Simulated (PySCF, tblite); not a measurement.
# phosphethene (CH₃P): dynamics, then NMR shifts and electronic excitations on frames

Aim: move phosphethene (CH₃P) (`C=P`) away from its starting geometry and see how NMR shifts and electronic excitations follow the geometry.

Programs: tblite 0.8.0 and PySCF 2.14.0, with density-fitted response routines of our own. Each step states its level of theory. These are calculated values for one molecule in the gas phase, unless marked as measured. Atoms are numbered from 0 throughout.

### 1 The starting structure

5 atoms, charge 0, multiplicity 1; geometry from: GFN2-xTB.

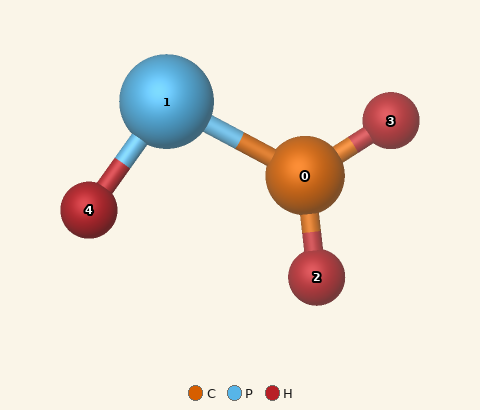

As it starts; carbon orange, phosphorus blue, hydrogen red, atoms numbered.

### 2 Dynamics with GFN2-xTB

What the job is given:

```
{"job": {"kind": "md", "xc": "GFN2-xTB", "basis": "xTB", "temperature": 200, "steps": 2000, "every": 50, "frames": 5}, "charge": 0, "multiplicity": 1}
C     -0.543101     0.018382    -0.209437
P      0.890823    -0.774980     0.072759
H     -0.621976     0.997818    -0.649736
H     -1.475126    -0.454344     0.055766
H      1.758001     0.215976    -0.424983
```

Method: GFN2-xTB Langevin dynamics, gas phase.

Command:

```bash
> OMP_NUM_THREADS=1 python probes_run.py task.json out
```

The driver reads the jobs from task.json and runs them one after another.

Output:

```text
t/fs     T/K      E/eV
    0.0    77.6   -166.75726
   25.0    85.8   -166.73642
   50.0   123.8   -166.73003
   75.0   208.9   -166.72913
  100.0   144.8   -166.68426
  125.0   235.2   -166.69056
  150.0   273.9   -166.67080
  175.0   336.6   -166.70292
  200.0   267.8   -166.69249
  225.0   263.4   -166.67014
  250.0   134.7   -166.63673
  275.0   131.4   -166.61371
  300.0   147.3   -166.67629
  325.0   213.5   -166.69491
  350.0   199.9   -166.61552
  375.0   254.4   -166.69582
  400.0   150.1   -166.67459
  425.0   163.5   -166.65061
  450.0   214.9   -166.61302
  475.0   244.5   -166.65464
  500.0   190.3   -166.65323
  525.0   252.7   -166.69765
  550.0   226.1   -166.69190
  575.0   318.8   -166.69452
  600.0   325.2   -166.68089
  625.0   271.0   -166.70952
  650.0   224.7   -166.66248
  675.0   256.7   -166.68037
  700.0   111.8   -166.60174
  725.0   230.8   -166.67687
  750.0   267.0   -166.66389
  775.0   188.0   -166.63009
  800.0   155.3   -166.65035
  825.0   245.4   -166.68901
  850.0   240.7   -166.69281
  875.0   273.6   -166.67603
  900.0   193.9   -166.65144
  925.0   219.4   -166.73981
  950.0   168.6   -166.70185
  975.0   155.6   -166.67010
 1000.0   151.2   -166.66963
```

It took 3.6 s on 1 thread of Arm Neoverse V1, shared host; peak memory 0.18 GiB.

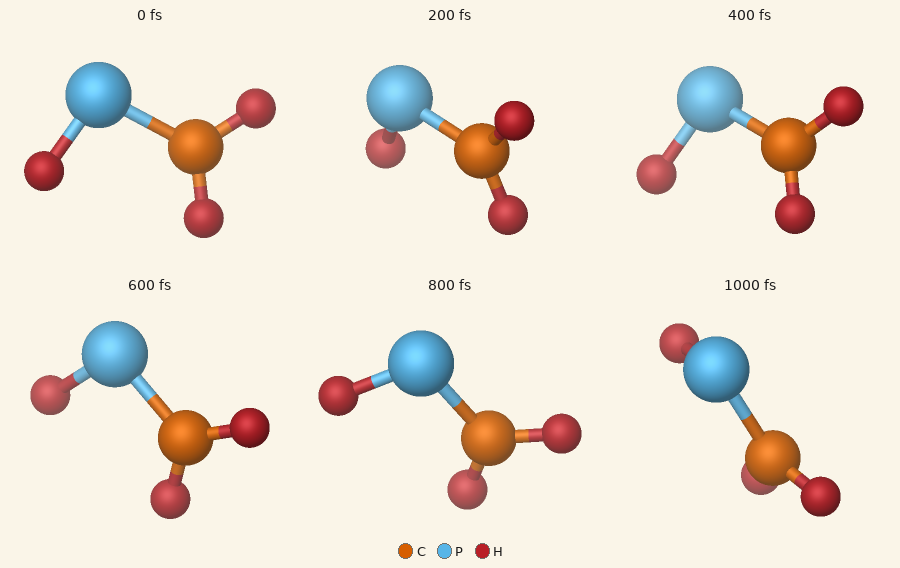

Frames of the run.

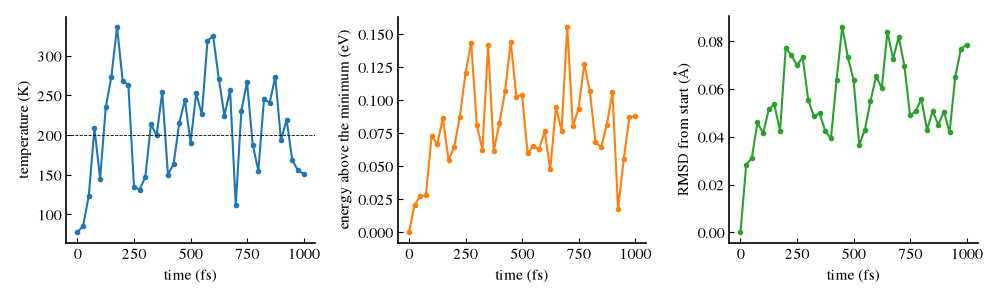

Temperature, potential energy and distance from the start.

Positions (Å) and forces (eV/Å) at 1000 fs:

```xyz
5

C    -0.512   -0.260   -1.625    0.362   -0.701    0.108
P     0.364   -1.334   -0.680   -0.621    0.859    0.818
H    -0.495   -0.454   -2.677   -0.355    0.263   -0.385
H    -1.105    0.566   -1.266    0.313   -0.086    0.093
H     0.700   -2.224   -1.665    0.301   -0.335   -0.634
```

### 3 Shielding tensors: 250 fs, PBE0/pcSseg-1

What the job is given:

```
{"job": {"kind": "nmr", "xc": "PBE0", "basis": "pcSseg-1", "pop": false}, "charge": 0, "multiplicity": 1}
C     -0.522900     0.133600     0.209900
P      0.401700    -1.087300    -0.457300
H     -0.686400     1.135000    -0.205100
H     -0.706100     0.049300     1.291600
H      0.466700    -0.608200    -1.710500
```

With the program's defaults for keys left out, this is: GIAO PBE0/pcSseg-1 NMR shielding, non-relativistic, gas phase.

Output:

```text
coarse grid: 4576 points
cycle   1  E = -380.9853027096  dE =  2.490e-02  |g| = 2.068e-01  |ddm| = 1.989e+00
cycle   2  E = -380.9657903365  dE =  1.951e-02  |g| = 3.197e-01  |ddm| = 4.119e-01
cycle   3  E = -380.9953492605  dE = -2.956e-02  |g| = 6.214e-02  |ddm| = 3.154e-01
cycle   4  E = -380.9966815320  dE = -1.332e-03  |g| = 1.021e-02  |ddm| = 8.530e-02
cycle   5  E = -380.9967054696  dE = -2.394e-05  |g| = 1.411e-03  |ddm| = 1.326e-02
cycle   6  E = -380.9967059504  dE = -4.808e-07  |g| = 1.802e-04  |ddm| = 1.958e-03
final grid: 39256 points
cycle   7  E = -381.0092344477  dE = -3.042e-06  |g| = 5.461e-03  |ddm| = 1.126e-02
cycle   8  E = -381.0092066732  dE =  2.777e-05  |g| = 1.100e-02  |ddm| = 1.294e-02
cycle   9  E = -381.0092428899  dE = -3.622e-05  |g| = 3.291e-04  |ddm| = 9.683e-03
cycle  10  E = -381.0092429360  dE = -4.612e-08  |g| = 7.550e-05  |ddm| = 6.490e-04
cycle  11  E = -381.0092429374  dE = -1.465e-09  |g| = 2.649e-05  |ddm| = 9.937e-05
cycle  12  E = -381.0092429377  dE = -2.057e-10  |g| = 3.858e-06  |ddm| = 2.848e-05
converged SCF energy = -381.0092429377

GIAO shielding tensors (ppm)
atom      isotropic    diamagn.    paramagn.     s11        s22        s33       span
  0 C      -13.095     259.872    -272.966   -233.412     11.624    182.504    415.916
  1 P       39.411     966.920    -927.509   -480.747     72.262    526.718   1007.466
  2 H       22.398      30.718      -8.320     14.319     24.190     28.685     14.366
  3 H       22.697      30.595      -7.898     14.954     24.790     28.348     13.394
  4 H       25.128      31.241      -6.112     24.190     25.005     26.190      2.000
```

It took 1.3 s on 1 thread of Arm Neoverse V1, shared host; peak memory 0.27 GiB.

The references, computed at this level on geometries of the same kind, shield at (ppm): 1H TMS 31.72, 13C TMS 186.9, 31P H3PO4 318.4. Their shielding less the atom's gives the shift. The references are single molecules in the gas phase, so shifts against H2O, NH3, PH3, H3PO4 or CFCl3 are not on the usual liquid scales and can be off by tens of ppm. Each atom is listed at this fixed geometry, with no averaging over motion; a spectrum would average atoms that exchange fast.

```tsv
atoms	environment	σ (ppm)	δ (ppm)
C0	carbon double-bonded to a heavier main-group atom	-13.1	200.0
H2	hydrogen on a carbon double-bonded to a heavier main-group atom	22.40	9.32
H3	hydrogen on a carbon double-bonded to a heavier main-group atom	22.70	9.02
H4	hydrogen on a phosphorus bonded to C	25.13	6.59
P1	phosphorus bonded to C, H	39.4	279.0
```

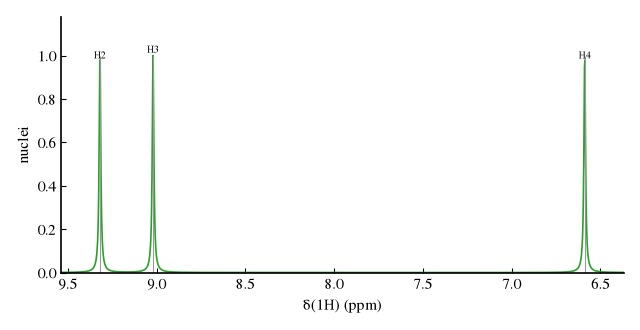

1H lines at the computed shifts, without couplings. Lines are broadened to a width of 0.01 ppm (Lorentzian).

### 4 TDDFT and polarisability: 250 fs, PBE0/def2-SVPD

What the job is given:

```
{"job": {"kind": "uv", "xc": "PBE0", "basis": "def2-SVPD", "nstates": 5, "ntriplets": 0}, "charge": 0, "multiplicity": 1}
C     -0.522900     0.133600     0.209900
P      0.401700    -1.087300    -0.457300
H     -0.686400     1.135000    -0.205100
H     -0.706100     0.049300     1.291600
H      0.466700    -0.608200    -1.710500
```

Method: TDDFT PBE0/def2-SVPD, vertical, gas phase, core orbitals frozen in the response.

Output:

```text
coarse grid: 4576 points
cycle   1  E = -380.8429137408  dE =  1.102e-02  |g| = 1.953e-01  |ddm| = 2.430e+00
cycle   2  E = -380.8236046327  dE =  1.931e-02  |g| = 3.113e-01  |ddm| = 5.193e-01
cycle   3  E = -380.8527074740  dE = -2.910e-02  |g| = 5.588e-02  |ddm| = 3.344e-01
cycle   4  E = -380.8538175002  dE = -1.110e-03  |g| = 8.064e-03  |ddm| = 8.275e-02
cycle   5  E = -380.8538383678  dE = -2.087e-05  |g| = 1.281e-03  |ddm| = 1.505e-02
cycle   6  E = -380.8538390546  dE = -6.868e-07  |g| = 3.171e-04  |ddm| = 2.830e-03
final grid: 39256 points
cycle   7  E = -380.8966298568  dE = -1.721e-06  |g| = 5.398e-03  |ddm| = 2.471e-02
cycle   8  E = -380.8966014442  dE =  2.841e-05  |g| = 1.092e-02  |ddm| = 1.461e-02
cycle   9  E = -380.8966384541  dE = -3.701e-05  |g| = 2.937e-04  |ddm| = 1.056e-02
cycle  10  E = -380.8966384938  dE = -3.967e-08  |g| = 6.326e-05  |ddm| = 5.470e-04
cycle  11  E = -380.8966384950  dE = -1.191e-09  |g| = 2.132e-05  |ddm| = 1.149e-04
cycle  12  E = -380.8966384951  dE = -1.402e-10  |g| = 3.957e-06  |ddm| = 3.106e-05
converged SCF energy = -380.8966384951

Static polarisability (au): isotropic 38.975, principal 30.545 35.075 51.306

Singlet excitations
state   eV       nm        f      main configurations
  1   4.5983    269.6   0.01348   H-1->L 0.50, H->L 0.49
  2   5.8563    211.7   0.18985   H-1->L 0.46, H->L 0.46
  3   6.8245    181.7   0.00897   H-2->L 0.93
  4   6.9657    178.0   0.05051   H->L+1 0.85
  5   7.6398    162.3   0.07648   H-1->L+1 0.87
```

Run time: 1.3 s. Hardware: 1 thread of Arm Neoverse V1, shared host; peak memory 0.3 GiB.

The orbitals next to the gap, with their largest atomic shares:

```tsv
orbital	eV	atoms
HOMO−3	-12.59	C0 46 %, H2 22 %, P1 16 %
HOMO−2	-10.64	C0 38 %, P1 31 %, H4 15 %
HOMO−1	-8.13	P1 59 %, C0 24 %, H4 11 %
HOMO	-7.66	P1 48 %, C0 36 %, H4 7 %
LUMO	-1.85	P1 48 %, C0 38 %, H4 6 %
LUMO+1	0.70	P1 33 %, C0 33 %, H4 13 %
LUMO+2	1.83	P1 40 %, H4 29 %, H3 12 %
```

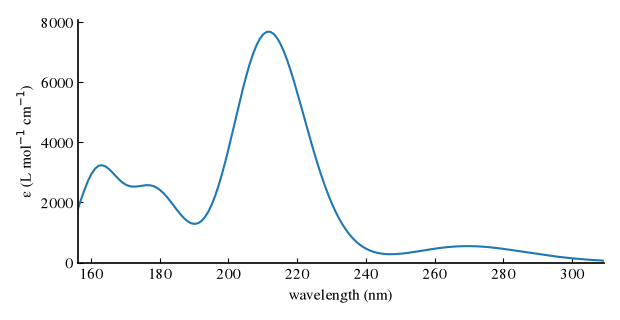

Absorption spectrum: each of the 5 states is a Gaussian band of 0.4 eV half-width at 1/e. Beyond the last state computed it falls off for lack of states.

Further results of this job:

```tsv
property	computed
dipole moment (D)	0.96
polarisability (Å³)	5.78
HOMO–LUMO gap (eV)	5.81
−ε(HOMO) (eV)	7.66
```

### 5 Nuclear shieldings: 425 fs, PBE0/pcSseg-1

What the job is given:

```
{"job": {"kind": "nmr", "xc": "PBE0", "basis": "pcSseg-1", "pop": false}, "charge": 0, "multiplicity": 1}
C     -0.645800    -0.174000     0.094700
P      0.393100    -1.277500    -0.520100
H     -0.637500     0.856600    -0.247600
H     -1.365700    -0.408100     0.816800
H      1.046800    -0.554100    -1.608300
```

Level: GIAO PBE0/pcSseg-1 NMR shielding, non-relativistic, gas phase.

Output:

```text
coarse grid: 4576 points
cycle   1  E = -380.9818658687  dE =  4.797e-02  |g| = 2.504e-01  |ddm| = 2.005e+00
cycle   2  E = -380.9519430192  dE =  2.992e-02  |g| = 3.907e-01  |ddm| = 5.026e-01
cycle   3  E = -380.9973038479  dE = -4.536e-02  |g| = 5.975e-02  |ddm| = 3.890e-01
cycle   4  E = -380.9985320412  dE = -1.228e-03  |g| = 1.168e-02  |ddm| = 9.006e-02
cycle   5  E = -380.9985657037  dE = -3.366e-05  |g| = 1.680e-03  |ddm| = 1.577e-02
cycle   6  E = -380.9985665036  dE = -7.999e-07  |g| = 1.777e-04  |ddm| = 2.701e-03
final grid: 39256 points
cycle   7  E = -381.0111936012  dE = -4.830e-06  |g| = 5.526e-03  |ddm| = 1.186e-02
cycle   8  E = -381.0111700103  dE =  2.359e-05  |g| = 1.043e-02  |ddm| = 1.268e-02
cycle   9  E = -381.0112020103  dE = -3.200e-05  |g| = 3.485e-04  |ddm| = 9.398e-03
cycle  10  E = -381.0112020635  dE = -5.324e-08  |g| = 6.665e-05  |ddm| = 6.930e-04
cycle  11  E = -381.0112020649  dE = -1.392e-09  |g| = 1.857e-05  |ddm| = 9.530e-05
cycle  12  E = -381.0112020650  dE = -9.913e-11  |g| = 2.560e-06  |ddm| = 1.979e-05
converged SCF energy = -381.0112020650

GIAO shielding tensors (ppm)
atom      isotropic    diamagn.    paramagn.     s11        s22        s33       span
  0 C       -0.607     260.077    -260.684   -217.819     25.856    190.143    407.962
  1 P       11.701     966.296    -954.595   -518.943    122.392    431.653    950.596
  2 H       23.009      31.694      -8.685     14.701     23.517     30.808     16.107
  3 H       22.954      31.796      -8.842     14.140     26.606     28.117     13.977
  4 H       23.771      28.615      -4.844     22.353     23.410     25.549      3.197
```

Wall time 0.97 s (1 thread of Arm Neoverse V1, shared host); peak memory 0.3 GiB.

In short: δ C0 187.5, P1 306.7, H3 8.76, H2 8.71 ppm.

### 6 Excited states and response: 425 fs, PBE0/def2-SVPD

What the job is given:

```
{"job": {"kind": "uv", "xc": "PBE0", "basis": "def2-SVPD", "nstates": 5, "ntriplets": 0}, "charge": 0, "multiplicity": 1}
C     -0.645800    -0.174000     0.094700
P      0.393100    -1.277500    -0.520100
H     -0.637500     0.856600    -0.247600
H     -1.365700    -0.408100     0.816800
H      1.046800    -0.554100    -1.608300
```

Level: TDDFT PBE0/def2-SVPD, vertical, gas phase, core orbitals frozen in the response.

Output:

```text
coarse grid: 4576 points
cycle   1  E = -380.8397296093  dE =  3.317e-02  |g| = 2.365e-01  |ddm| = 2.551e+00
cycle   2  E = -380.8100575540  dE =  2.967e-02  |g| = 3.804e-01  |ddm| = 6.137e-01
cycle   3  E = -380.8545502556  dE = -4.449e-02  |g| = 5.276e-02  |ddm| = 4.099e-01
cycle   4  E = -380.8555400256  dE = -9.898e-04  |g| = 9.746e-03  |ddm| = 8.570e-02
cycle   5  E = -380.8555711258  dE = -3.110e-05  |g| = 1.781e-03  |ddm| = 1.798e-02
cycle   6  E = -380.8555724931  dE = -1.367e-06  |g| = 3.214e-04  |ddm| = 3.800e-03
final grid: 39256 points
cycle   7  E = -380.8985319467  dE = -3.967e-06  |g| = 5.388e-03  |ddm| = 2.742e-02
cycle   8  E = -380.8985086191  dE =  2.333e-05  |g| = 1.018e-02  |ddm| = 1.441e-02
cycle   9  E = -380.8985402558  dE = -3.164e-05  |g| = 3.419e-04  |ddm| = 1.010e-02
cycle  10  E = -380.8985403094  dE = -5.364e-08  |g| = 5.162e-05  |ddm| = 6.543e-04
cycle  11  E = -380.8985403103  dE = -8.853e-10  |g| = 1.609e-05  |ddm| = 1.019e-04
converged SCF energy = -380.8985403103

Static polarisability (au): isotropic 38.976, principal 30.271 36.586 50.069

Singlet excitations
state   eV       nm        f      main configurations
  1   4.4269    280.1   0.00887   H->L 0.89, H-1->L 0.10
  2   6.0347    205.5   0.18336   H-1->L 0.81, H->L 0.09
  3   6.9219    179.1   0.06635   H->L+1 0.58, H-1->L+1 0.34
  4   7.2585    170.8   0.10263   H-1->L+1 0.62, H->L+1 0.33
  5   7.4071    167.4   0.00612   H-2->L 0.92
```

It took 1.2 s on 1 thread of Arm Neoverse V1, shared host; peak memory 0.3 GiB.

Key values: HOMO -7.60 eV, LUMO -1.72 eV; lowest singlet 4.43 eV.

### 7 NMR shieldings: 625 fs, PBE0/pcSseg-1

What the job is given:

```
{"job": {"kind": "nmr", "xc": "PBE0", "basis": "pcSseg-1", "pop": false}, "charge": 0, "multiplicity": 1}
C     -0.465000    -0.306800    -1.320100
P      0.503700    -1.600900    -0.907900
H     -0.356500     0.293000    -2.219300
H     -1.273100    -0.109300    -0.612200
H      1.487000    -1.584700    -1.957000
```

With the program's defaults for keys left out, this is: GIAO PBE0/pcSseg-1 NMR shielding, non-relativistic, gas phase.

Output:

```text
coarse grid: 4576 points
cycle   1  E = -380.9897053049  dE = -6.657e-03  |g| = 2.139e-01  |ddm| = 1.975e+00
cycle   2  E = -380.9687283474  dE =  2.098e-02  |g| = 3.300e-01  |ddm| = 4.246e-01
cycle   3  E = -381.0005309722  dE = -3.180e-02  |g| = 6.180e-02  |ddm| = 3.275e-01
cycle   4  E = -381.0018436080  dE = -1.313e-03  |g| = 1.095e-02  |ddm| = 8.604e-02
cycle   5  E = -381.0018725883  dE = -2.898e-05  |g| = 1.521e-03  |ddm| = 1.478e-02
cycle   6  E = -381.0018731762  dE = -5.879e-07  |g| = 1.888e-04  |ddm| = 2.267e-03
final grid: 39256 points
cycle   7  E = -381.0144553087  dE = -3.702e-06  |g| = 5.467e-03  |ddm| = 1.140e-02
cycle   8  E = -381.0144283524  dE =  2.696e-05  |g| = 1.089e-02  |ddm| = 1.300e-02
cycle   9  E = -381.0144637641  dE = -3.541e-05  |g| = 3.017e-04  |ddm| = 9.635e-03
cycle  10  E = -381.0144638045  dE = -4.033e-08  |g| = 7.163e-05  |ddm| = 6.044e-04
cycle  11  E = -381.0144638061  dE = -1.628e-09  |g| = 1.897e-05  |ddm| = 9.893e-05
cycle  12  E = -381.0144638062  dE = -1.048e-10  |g| = 2.738e-06  |ddm| = 1.906e-05
converged SCF energy = -381.0144638062

GIAO shielding tensors (ppm)
atom      isotropic    diamagn.    paramagn.     s11        s22        s33       span
  0 C      -11.198     259.859    -271.057   -239.615     24.996    181.023    420.638
  1 P       16.100     966.590    -950.490   -496.331     82.445    462.184    958.515
  2 H       22.318      30.048      -7.730     13.286     23.895     29.772     16.486
  3 H       22.369      31.686      -9.318     13.910     24.863     28.332     14.422
  4 H       24.017      28.495      -4.477     22.864     23.814     25.374      2.511
```

Run time: 0.98 s. Hardware: 1 thread of Arm Neoverse V1, shared host; peak memory 0.3 GiB.

In short: δ C0 198.1, P1 302.3, H2 9.40, H3 9.35 ppm.

### 8 Excited states and response: 625 fs, PBE0/def2-SVPD

What the job is given:

```
{"job": {"kind": "uv", "xc": "PBE0", "basis": "def2-SVPD", "nstates": 5, "ntriplets": 0}, "charge": 0, "multiplicity": 1}
C     -0.465000    -0.306800    -1.320100
P      0.503700    -1.600900    -0.907900
H     -0.356500     0.293000    -2.219300
H     -1.273100    -0.109300    -0.612200
H      1.487000    -1.584700    -1.957000
```

Method: TDDFT PBE0/def2-SVPD, vertical, gas phase, core orbitals frozen in the response.

Output:

```text
coarse grid: 4576 points
cycle   1  E = -380.8475719519  dE = -2.114e-02  |g| = 2.015e-01  |ddm| = 2.439e+00
cycle   2  E = -380.8265655903  dE =  2.101e-02  |g| = 3.224e-01  |ddm| = 5.273e-01
cycle   3  E = -380.8581009680  dE = -3.154e-02  |g| = 5.457e-02  |ddm| = 3.484e-01
cycle   4  E = -380.8591566856  dE = -1.056e-03  |g| = 8.720e-03  |ddm| = 8.236e-02
cycle   5  E = -380.8591814840  dE = -2.480e-05  |g| = 1.583e-03  |ddm| = 1.609e-02
cycle   6  E = -380.8591825583  dE = -1.074e-06  |g| = 3.396e-04  |ddm| = 3.345e-03
final grid: 39256 points
cycle   7  E = -380.9020833319  dE = -3.085e-06  |g| = 5.370e-03  |ddm| = 2.477e-02
cycle   8  E = -380.9020562474  dE =  2.708e-05  |g| = 1.071e-02  |ddm| = 1.472e-02
cycle   9  E = -380.9020918216  dE = -3.557e-05  |g| = 2.920e-04  |ddm| = 1.047e-02
cycle  10  E = -380.9020918611  dE = -3.942e-08  |g| = 5.949e-05  |ddm| = 5.637e-04
cycle  11  E = -380.9020918622  dE = -1.169e-09  |g| = 1.999e-05  |ddm| = 1.093e-04
cycle  12  E = -380.9020918624  dE = -1.314e-10  |g| = 3.542e-06  |ddm| = 3.114e-05
converged SCF energy = -380.9020918624

Static polarisability (au): isotropic 39.583, principal 30.615 36.827 51.306

Singlet excitations
state   eV       nm        f      main configurations
  1   4.5417    273.0   0.00871   H-1->L 0.51, H->L 0.48
  2   5.8761    211.0   0.19557   H->L 0.47, H-1->L 0.46
  3   6.8663    180.6   0.02198   H-2->L 0.43, H->L+1 0.40, H-1->L+1 0.15
  4   6.9751    177.8   0.01271   H-2->L 0.56, H->L+1 0.30, H-1->L+1 0.13
  5   7.3803    168.0   0.11637   H-1->L+1 0.68, H->L+1 0.26
```

Run time: 1.2 s. Hardware: 1 thread of Arm Neoverse V1, shared host; peak memory 0.3 GiB.

This run: HOMO -7.75 eV, LUMO -1.79 eV; lowest singlet 4.54 eV.

### 9 NMR shieldings: 800 fs, PBE0/pcSseg-1

What the job is given:

```
{"job": {"kind": "nmr", "xc": "PBE0", "basis": "pcSseg-1", "pop": false}, "charge": 0, "multiplicity": 1}
C     -0.517300    -0.780000    -1.982200
P      0.538700    -1.672600    -1.122100
H     -0.277800    -0.374200    -2.942300
H     -1.579300    -0.685800    -1.715000
H      1.727000    -1.493000    -1.786000
```

With the program's defaults for keys left out, this is: GIAO PBE0/pcSseg-1 NMR shielding, non-relativistic, gas phase.

Output:

```text
coarse grid: 4576 points
cycle   1  E = -380.9833794519  dE =  7.171e-02  |g| = 2.349e-01  |ddm| = 2.018e+00
cycle   2  E = -380.9603238495  dE =  2.306e-02  |g| = 3.544e-01  |ddm| = 4.706e-01
cycle   3  E = -380.9968013146  dE = -3.648e-02  |g| = 6.096e-02  |ddm| = 3.493e-01
cycle   4  E = -380.9980736217  dE = -1.272e-03  |g| = 1.069e-02  |ddm| = 8.814e-02
cycle   5  E = -380.9980997154  dE = -2.609e-05  |g| = 1.432e-03  |ddm| = 1.401e-02
cycle   6  E = -380.9981002368  dE = -5.215e-07  |g| = 1.621e-04  |ddm| = 2.263e-03
final grid: 39256 points
cycle   7  E = -381.0103525299  dE = -4.389e-06  |g| = 5.391e-03  |ddm| = 1.162e-02
cycle   8  E = -381.0103301394  dE =  2.239e-05  |g| = 1.018e-02  |ddm| = 1.225e-02
cycle   9  E = -381.0103605416  dE = -3.040e-05  |g| = 3.210e-04  |ddm| = 9.055e-03
cycle  10  E = -381.0103605864  dE = -4.482e-08  |g| = 6.475e-05  |ddm| = 6.413e-04
cycle  11  E = -381.0103605877  dE = -1.277e-09  |g| = 1.933e-05  |ddm| = 9.515e-05
cycle  12  E = -381.0103605878  dE = -9.942e-11  |g| = 3.320e-06  |ddm| = 1.848e-05
converged SCF energy = -381.0103605878

GIAO shielding tensors (ppm)
atom      isotropic    diamagn.    paramagn.     s11        s22        s33       span
  0 C        0.277     257.174    -256.898   -210.059     23.071    187.817    397.875
  1 P       31.020     967.695    -936.675   -512.558    125.321    480.295    992.853
  2 H       23.319      29.912      -6.594     15.215     24.156     30.585     15.370
  3 H       22.735      30.563      -7.828     15.925     25.203     27.078     11.153
  4 H       24.606      30.091      -5.485     22.912     24.639     26.267      3.355
```

Run time: 0.97 s. Hardware: 1 thread of Arm Neoverse V1, shared host; peak memory 0.3 GiB.

This run: δ C0 186.6, P1 287.4, H3 8.98, H2 8.40 ppm.

(Part 1 of 2 ends here.)
